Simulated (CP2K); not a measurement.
**CH2FN (SMILES [H]/N=C/F): MNDO**

Aim: the vertical ionisation energy of CH2FN at MNDO, from 2 runs. 

The results are computed with CP2K 2026.2.

2 further runs of the same task are left out: 1 that didn't finish, 1 set aside as unsound or not needed.

## (1) The molecule

CH2FN has 5 atoms, charge 0, and is taken as a singlet. SMILES: `[H]/N=C/F`. The shape is that of a PBE0-D4/def2-TZVP optimisation.

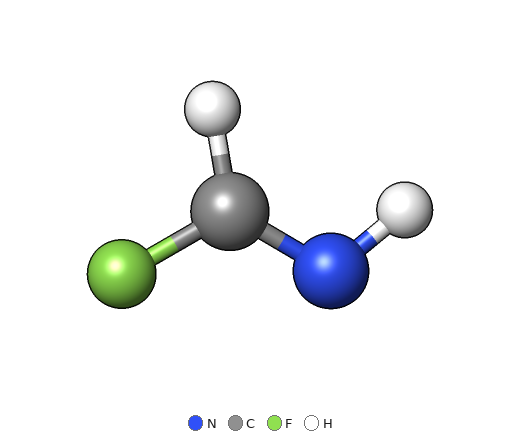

Viewed from a chosen angle; nitrogen blue, carbon grey, fluorine green, hydrogen white.

## (2) Energy and forces at MNDO

Contents of molecule.xyz:

```xyz
5

N     -0.719900    -0.454400    -0.439800
C      0.296500    -0.034500     0.137300
F      1.242400    -0.884800     0.520800
H     -1.343900     0.314100    -0.667300
H      0.574800     0.986000     0.407600
```

Contents of job.inp:

```
&GLOBAL
  PROJECT_NAME job
  RUN_TYPE ENERGY_FORCE
  PRINT_LEVEL MEDIUM
&END GLOBAL
&FORCE_EVAL
  METHOD QUICKSTEP
  &DFT
    CHARGE 0
    MULTIPLICITY 1
    &QS
      METHOD MNDO
      EPS_DEFAULT 1.0E-10
      &SE
        &COULOMB
          CUTOFF [angstrom] 50
          RC_RANGE [angstrom] 0
        &END COULOMB
        &EXCHANGE
          CUTOFF [angstrom] 50
          RC_RANGE [angstrom] 0
        &END EXCHANGE
      &END SE
    &END QS
    &POISSON
      PERIODIC NONE
      POISSON_SOLVER ANALYTIC
    &END POISSON
    &SCF
      SCF_GUESS ATOMIC
      EPS_SCF 1.0E-06
      MAX_SCF 30
      &OT ON
        MINIMIZER DIIS
        PRECONDITIONER FULL_ALL
      &END OT
      &OUTER_SCF
        EPS_SCF 1.0E-06
        MAX_SCF 10
      &END OUTER_SCF
    &END SCF
    &PRINT
      &MOMENTS
        PERIODIC F
        REFERENCE COM
        MAX_MOMENT 1
      &END MOMENTS
      &MO_CUBES
        NLUMO 1
        NHOMO -1
        WRITE_CUBE F
      &END MO_CUBES
      &HIRSHFELD OFF
      &END HIRSHFELD
    &END PRINT
  &END DFT
  &SUBSYS
    &CELL
      ABC [angstrom] 18.6 17.9 17.2
      PERIODIC NONE
    &END CELL
    &TOPOLOGY
      COORD_FILE_NAME molecule.xyz
      COORD_FILE_FORMAT XYZ
      &CENTER_COORDINATES
      &END CENTER_COORDINATES
    &END TOPOLOGY
  &END SUBSYS
  &PRINT
    &FORCES ON
    &END FORCES
  &END PRINT
&END FORCE_EVAL
```

Command:

```sh
OMP_NUM_THREADS=1 cp2k.psmp -i job.inp -o job.out
```

Log:

```text
CP2K| version string:                                       CP2K version 2026.2
[...]
 GLOBAL| Method name                                                        CP2K
[...]
 GLOBAL| Run type                                                   ENERGY_FORCE
[...]
                             - Atoms:                                          5
[...]
                             - Spherical basis functions:                     14
[...]
 Number of electrons:                                                         18
[...]
     1 OT DIIS     0.15E+00    0.0     0.44502019       -27.7158742983 -2.77E+01
[...]
     4 OT DIIS     0.15E+00    0.0     0.00000063       -30.9588395433 -2.41E-10
  *** SCF run converged in     4 steps ***
  Core-core repulsion energy [eV]:                            880.35031772921275
  Core Hamiltonian energy [eV]:                             -1391.45245524178608
  Two-electron integral energy [eV]:                         -662.66145810804449
  Electronic energy [eV]:                                   -1722.78318429580827
  Total energy [eV]:                                         -842.43286656659564
  Atomic reference energy [eV]:                               841.21163520147843
  Heat of formation [kcal/mol]:                               -28.16226654039139
[...]
 SE_DIPOLE| Moment [Debye]          0.41100821      -2.92793690      -0.14991709
 SE_DIPOLE| Derivative [a.u.]       0.00000000       0.00000000       0.00000000
 *** WARNING in qs_scf_post_se.F:140 :: Printing of MO cube files not ***
 *** implemented for Semi-Empirical method.                           ***
 ENERGY| Total FORCE_EVAL ( QS ) energy [hartree]            -30.958839543324739
 FORCES| Atomic forces [hartree/bohr]
 FORCES|   Atom     x               y               z               |f|
 FORCES|      1 -8.20310786E-02 -2.24303608E-02 -4.51856175E-02   9.63013965E-02
 FORCES|      2  8.86264722E-02  2.15476456E-02  4.84817489E-02   1.03292946E-01
 FORCES|      3 -5.07184853E-03 -5.48834990E-03 -3.30036374E-03   8.16933491E-03
 FORCES|      4 -1.63098138E-03 -9.86015115E-03 -2.04840096E-03   1.02018933E-02
 FORCES|      5  1.07436238E-04  1.62312162E-02  2.05263324E-03   1.63608443E-02
 FORCES| Sum    -1.24900090E-16  2.22044605E-16  2.08166817E-16
 FORCES| Total atomic force                                       3.28994320E-16
[...]
```

Wall time 1.3 s (1 thread of Intel Xeon Platinum 8488C (Sapphire Rapids), shared host); peak memory 0.19 GiB.

## (3) The doublet cation at the same level

molecule.xyz is that of step 2.

Contents of gas.inp:

```
&GLOBAL
    PROJECT_NAME gas
    RUN_TYPE ENERGY_FORCE
    PRINT_LEVEL MEDIUM
&END GLOBAL

&FORCE_EVAL
    METHOD QS
    &DFT
        CHARGE 1
        MULTIPLICITY 2
        UKS T
        &QS
            METHOD MNDO
            EPS_DEFAULT 1.0E-10
            &SE
                &COULOMB
                    CUTOFF [angstrom] 50
                    RC_RANGE [angstrom] 0
                &END COULOMB
                &EXCHANGE
                    CUTOFF [angstrom] 50
                    RC_RANGE [angstrom] 0
                &END EXCHANGE
            &END SE
        &END QS
        # no periodic images
        &POISSON
            PERIODIC NONE
            POISSON_SOLVER ANALYTIC
        &END POISSON
        # SCF settings
        &SCF
            SCF_GUESS ATOMIC
            EPS_SCF 1.0E-06
            MAX_SCF 150
            ADDED_MOS 2
            &DIAGONALIZATION
                ALGORITHM STANDARD
            &END DIAGONALIZATION
            &MIXING
                METHOD DIRECT_P_MIXING
                ALPHA 0.4
            &END MIXING
        &END SCF
        &PRINT
            &MOMENTS
                PERIODIC F
                REFERENCE COM
                MAX_MOMENT 1
            &END MOMENTS
            &MO ON
                ENERGIES T
                OCCUPATION_NUMBERS T
                NDIGITS 6
                &EACH
                    QS_SCF 0
                &END EACH
                ADD_LAST NUMERIC
            &END MO
            &HIRSHFELD OFF
            &END HIRSHFELD
        &END PRINT
    &END DFT
    # atoms, cell and kinds
    &SUBSYS
        # box in angstrom
        &CELL
            ABC 18.6 17.9 17.2
            PERIODIC NONE
        &END CELL
        &TOPOLOGY
            COORD_FILE_NAME molecule.xyz
            COORD_FILE_FORMAT XYZ
            &CENTER_COORDINATES
            &END CENTER_COORDINATES
        &END TOPOLOGY
    &END SUBSYS
    &PRINT
        &FORCES ON
        &END FORCES
    &END PRINT
&END FORCE_EVAL
```

Command:

```sh
OMP_NUM_THREADS=1 cp2k.psmp gas.inp > gas.out
```

Log:

```text
CP2K| version string:                                       CP2K version 2026.2
[...]
 GLOBAL| Method name                                                        CP2K
[...]
 GLOBAL| Run type                                                   ENERGY_FORCE
[...]
                             - Atoms:                                          5
[...]
                             - Spherical basis functions:                     14
[...]
 Number of electrons:                                                          9
[...]
     1 P_Mix/Diag. 0.40E+00    0.0     0.34102662       -26.0666855537 -2.61E+01
[...]
    20 DIIS/Diag.  0.55E-06    0.0     0.00000030       -30.5399483430 -6.61E-12
  *** SCF run converged in    20 steps ***
  Core-core repulsion energy [eV]:                            880.35031772921275
  Core Hamiltonian energy [eV]:                             -1345.88886723373525
  Two-electron integral energy [eV]:                         -730.99141563417618
  Electronic energy [eV]:                                   -1711.38457505082329
  Total energy [eV]:                                         -831.03425732161054
  Atomic reference energy [eV]:                               841.21163520147843
  Heat of formation [kcal/mol]:                               234.69592799691927
[...]
 SE_DIPOLE| Moment [Debye]          3.29561463      -3.81426662       1.23137498
 SE_DIPOLE| Derivative [a.u.]       0.00000000       0.00000000       0.00000000
 ENERGY| Total FORCE_EVAL ( QS ) energy [hartree]            -30.539948343031305
 FORCES| Atomic forces [hartree/bohr]
 FORCES|   Atom     x               y               z               |f|
 FORCES|      1 -8.41291244E-02  3.99550693E-02 -3.85143993E-02   1.00784305E-01
 FORCES|      2  1.48753144E-01 -5.58361405E-02  6.99575406E-02   1.73606538E-01
 FORCES|      3 -2.14256988E-02  1.63872674E-02 -9.05629200E-03   2.84538139E-02
 FORCES|      4 -3.68956535E-02 -3.10111146E-02 -2.29152102E-02   5.33674558E-02
 FORCES|      5 -6.30266766E-03  3.05049185E-02  5.28360866E-04   3.11536970E-02
 FORCES| Sum     6.24500451E-16  2.77555756E-16  1.24900090E-16
 FORCES| Total atomic force                                       6.94721559E-16
[...]
```

Run time: 1.1 s. Hardware: 1 thread of Intel Xeon Platinum 8488C (Sapphire Rapids), shared host; peak memory 0.19 GiB.

## (4) Outcome

At MNDO:

| quantity | value |
| --- | --- |
| singlet CH2FN: total energy | -30.95884 Eh |
| singlet CH2FN: dipole moment | 2.96 D |
| singlet CH2FN: heat of formation at this unrelaxed shape | -28.2 kcal/mol |
| singlet CH2FN: largest force on an atom | 5.312 eV/Å |
| doublet cation: total energy | -30.53995 Eh |
| doublet cation: HOMO energy (highest over α and β) | -20.28 eV |
| doublet cation: LUMO energy (lowest over α and β) | -10.77 eV |
| doublet cation: heat of formation at this unrelaxed shape | 234.7 kcal/mol |
| doublet cation: largest force on an atom | 8.927 eV/Å |
| vertical ionisation energy (to the doublet cation) | 11.399 eV |

What this shows: Removing an electron at fixed nuclei costs 11.40 eV (1100 kJ/mol). The largest force (singlet CH2FN) is 5.31 eV/Å: the shape isn't a stationary point for this species at this level.
